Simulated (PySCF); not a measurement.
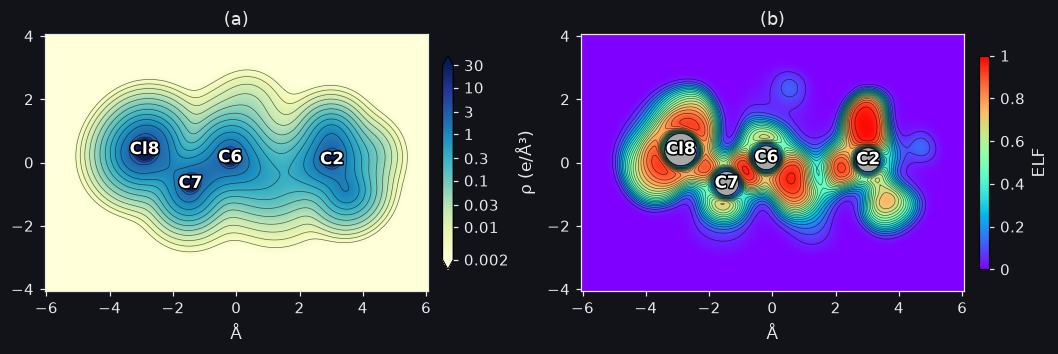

Figure 1: C₄H₇ClF₂Si. (a) electron density; (b) ELF on the plane of atoms C6, C7 and Cl8. Grey discs cover the atomic cores in the ELF map.

Geometry: GFN2-xTB.

Level of theory: wB97X-D/def2-SVPD, SCF density, gas phase in PySCF 2.14.0.

```xyz
15

F    -2.6251    1.5787   -1.0915
C    -2.2740    0.9727    0.0776
F    -3.4170    0.4046    0.5533
Si   -0.9317   -0.3751   -0.2368
C     0.3159   -0.6402    1.1400
C     0.8573    0.2150   -0.0275
C     1.9557   -0.3825   -0.8437
Cl    3.4754   -0.4792    0.1198
H    -1.9962    1.7702    0.7807
H    -1.3517   -1.3746   -1.1975
H     0.2257   -0.1427    2.0957
H     0.7849   -1.6074    1.2453
H     1.0561    1.2511    0.2265
H     1.7283   -1.4037   -1.1449
H     2.1921    0.2212   -1.7189
```

Interpret the plot.

Answer.
- The plane passes through C and Cl nuclei.
- C–C (1.49 Å): the density is about 1.7 e/Å³ at the midpoint; the ELF peaks at about 0.95 between the atoms (localised, covalent bonding).
- C–Cl (1.80 Å): ρ at the midpoint is about 1.3 e/Å³; the ELF peaks at about 0.90 between the atoms, as expected for a covalent bond.
- The ELF also peaks beside Cl8, away from the bonds: lone-pair regions.
